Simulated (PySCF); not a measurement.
BCl2, doublet, SMILES `Cl[B]Cl`.

Computed with PySCF, B3LYP/def2-SVP, geometry: GFN2-xTB. No frequency check shows the geometry to be a minimum. GFN2-xTB bond lengths at metals and heavier atoms can be off by up to 0.1 Å and shapes distorted, which carries into these values. GFN2-xTB doesn't know the spin state, so this open-shell geometry is rough.

Input

```python
import numpy as np
from pyscf import gto, scf, dft
from pyscf.scf import atom_ks, atom_hf
from scipy.linalg import block_diag

def solve(mol, dm0=None, hcore=None):
    mf = (dft.UKS if mol.spin else dft.RKS)(mol, xc='b3lyp')
    mf.grids.level = 3
    mf = mf.density_fit(auxbasis='def2-universal-jkfit')
    mf.conv_tol, mf.max_cycle = 1e-8, 80
    if hcore is not None:
        mf.get_hcore = lambda *args: hcore
    mf.kernel(dm0)
    if not mf.converged:
        mf = mf.newton().run(mf.mo_coeff, mf.mo_occ, max_cycle=30)
    assert mf.converged, 'SCF not converged'
    return mf

mol = gto.M(atom='''
Cl     1.48450    -0.10503     0.00000
B     -0.00001     0.71418     0.00000
Cl    -1.48450    -0.10503     0.00000
''', basis='def2-svp', charge=0, spin=1, verbose=4)
mf = solve(mol)
out = dict(e0=mf.e_tot, dm0=mf.make_rdm1(), c=mf.mo_coeff, occ=mf.mo_occ, eps=mf.mo_energy)
for name, dq, spin in [('cation', 1, 0), ('anion', -1, 0)]:
    ion = mol.copy().set(charge=mol.charge + dq, spin=spin).build()
    mi = solve(ion)
    if spin and dq > 0 and mol.nao < 130:
        c, _, stable, _ = mi.stability(return_status=True)
        if not stable:
            mi = solve(ion, mi.make_rdm1(c, mi.mo_occ))
    print(name, 'vertical energy change / eV', (mi.e_tot - mf.e_tot) * 27.211386)
    out.update({'e_' + name: mi.e_tot, 'dm_' + name: mi.make_rdm1(), 's2_' + name: mi.spin_square()[0], 'eps_' + name: mi.mo_energy, 'occ_' + name: mi.mo_occ})
# spherically averaged free atoms, for the promolecule
atm = atom_ks.get_atm_nrks(mol, xc='b3lyp')
pro = block_diag(*[(atm[a[0]][2] * atm[a[0]][3]) @ atm[a[0]][2].T for a in mol._atom])
np.savez('result.npz', pro=pro, **out)
```

Command:

```sh
OMP_NUM_THREADS=1 python input.py
```

The run took 7.7 s on 1 thread of Intel(R) Xeon(R) Platinum 8488C (Sapphire Rapids), with other jobs on the host, peak memory 0.27 GiB.

Partitions, critical points and surface values were worked out afterwards from this run's density.

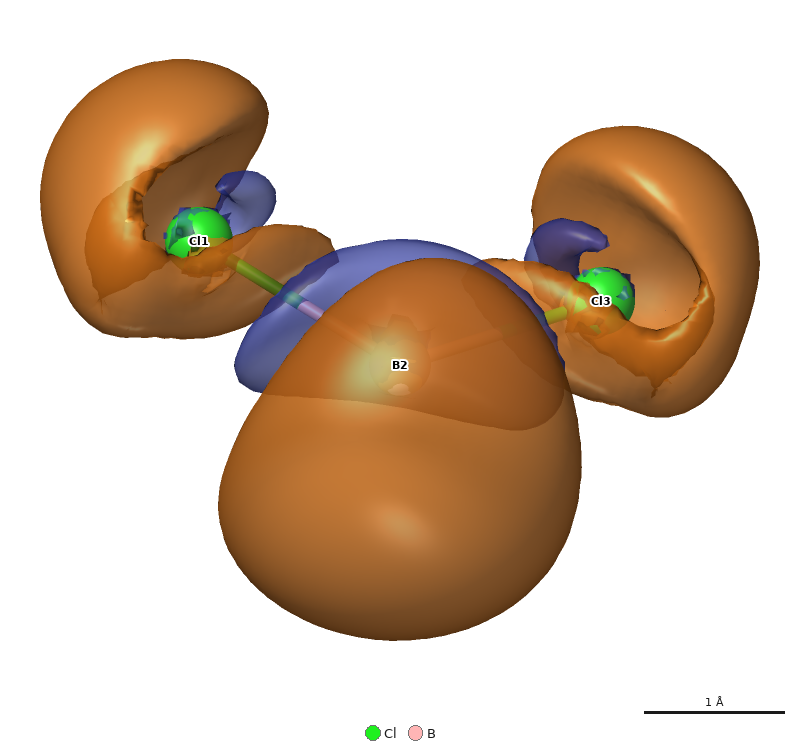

Fukui function f⁺ = ρ(N+1) − ρ(N) at fixed geometry, surfaces at ±0.02 e/Å³ (orange positive, blue negative).

Which atoms respond most to the addition of an electron?

f⁺ (Hirshfeld-condensed) is largest on B2 (0.57); the vertical electron affinity is −0.33 eV (to the singlet anion, which needn't be its lowest state; negative, but this basis has no diffuse functions, so it doesn't show that the anion is unbound). Condensed values hint at sites of nucleophilic attack but needn't mark the atom that reacts. Orbital relaxation makes it negative in places (0.11 e in all).

```json
{"atom": "Cl1", "f⁺": "+0.21", "charge": "−0.02"}
{"atom": "B2", "f⁺": "+0.57", "charge": "+0.04"}
{"atom": "Cl3", "f⁺": "+0.21", "charge": "−0.02"}
```
